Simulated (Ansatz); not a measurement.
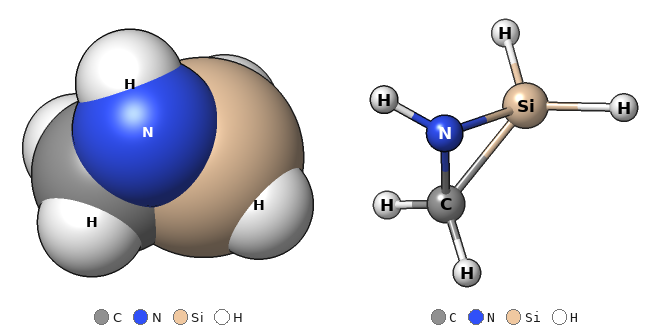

Both panels show the same species.

The computed structure is the end point of a PBE0-D4/def2-TZVP optimisation.

> Give the formula.

CH5NSi, 8 atoms: 1 carbon, 5 hydrogen, 1 nitrogen and 1 silicon.

> What is the point group of this geometry?

C1.

The parts below concern this one geometry. Atoms keep their numbers from picture to picture.

Shape

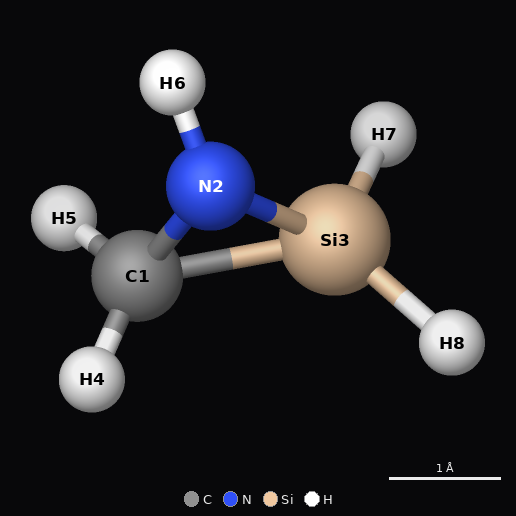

Atoms carry their numbers in the input.

> Describe the coordination of atom 2.

N2 has 3 neighbours (C1 at 1.49, Si3 at 1.72, H6 at 1.01 Å); the arrangement is trigonal pyramidal.

> Which bond is the longest?

C1–Si3, 1.829 Å.

Electronic properties

Method: RKS r2SCAN-D4/def2-TZVPP (Ansatz 0.2.0).

Predict the main results.

- dipole moment: 1.16 D
- HOMO energy (Kohn–Sham orbital): −5.75 eV
- LUMO energy (Kohn–Sham orbital): −0.62 eV
- HOMO–LUMO gap: 5.13 eV
- dispersion correction: −2.8 kJ/mol
- vertical ionisation energy: 8.94 eV

Vibrations

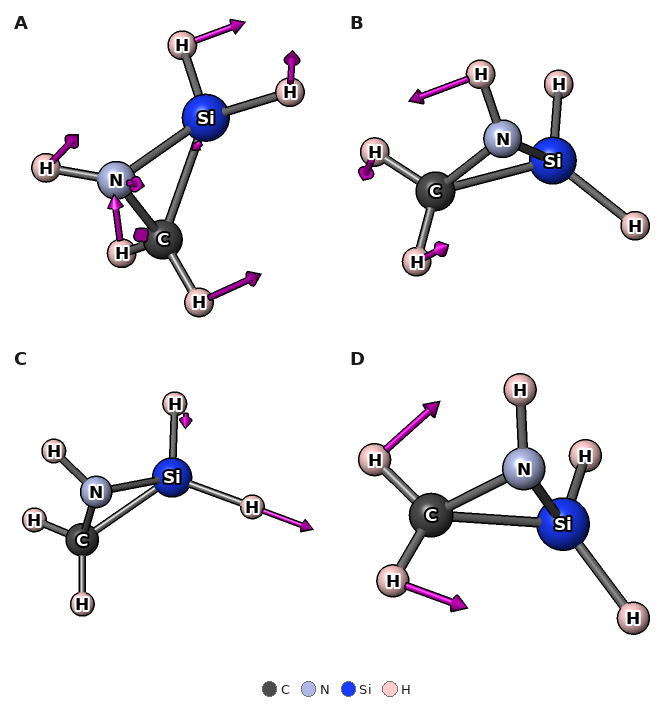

4 normal modes of one molecule or complex, as arrows. Harmonic vibrations computed with RKS PBE0-D4/def2-TZVP (Ansatz 0.2.0) at a stationary point of the same level.

> Match the panels to the wavenumbers 1050 cm⁻¹, 1232 cm⁻¹, 1464 cm⁻¹, 2269 cm⁻¹.

A: 1050 cm⁻¹
B: 1232 cm⁻¹, angle bending
C: 2269 cm⁻¹, Si–H stretching
D: 1464 cm⁻¹, angle bending

Charges

The questions are on Mulliken charges. Properties computed with RKS ωB97M-V/def2-TZVPP (Ansatz 0.2.0).

> Which atom carries the highest charge (most positive or least negative)?

Si3 (0.32 e).

> And the lowest?

N2 (−0.34 e).

List the Mulliken charges.

```tsv
atom	value (e)
C1	−0.25
N2	−0.34
Si3	0.32
H4	0.11
H5	0.11
H6	0.11
H7	−0.03
H8	−0.03
```

Mulliken values depend strongly on the basis set and can even reverse the polarity of a bond.
